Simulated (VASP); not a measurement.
Band structure of ZrS₂. All values below come from PBE GGA, VASP's PBE PAW potentials (set 64) (plane waves; VASP).

The cell holds a wide vacuum, so values per volume refer to the whole cell.

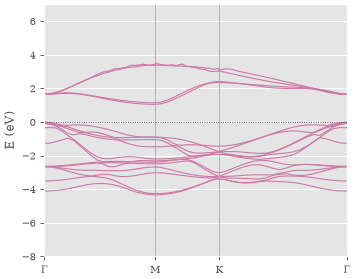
Bands along high-symmetry lines, zero at the valence-band maximum or, without a gap, the Fermi level

Problem. Read the plot: is there a gap, and where are the band edges?

Solution. The gap is indirect, 1.05 eV, from the valence maximum at Γ to the conduction minimum at M.

The cell is a sheet with vacuum, built from a generated structure.
